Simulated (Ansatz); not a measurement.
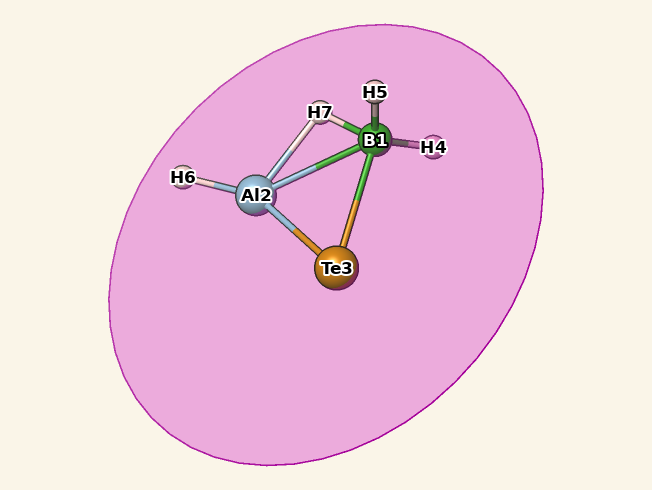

A disc through the centre of mass is drawn in. Depth is shown by fading: the farther an atom, the more it takes the colour of the background. The computed structure is the end point of a PBE-D4/def2-SVP optimisation. No frequency run is at hand to confirm it as a minimum.

Q: Is the plane of the disc a mirror plane of the structure?

A: Yes. The reflection leaves B1, Al2, Te3, H6, H7 in place and moves H4 ↔ H5. The point group is Cs.
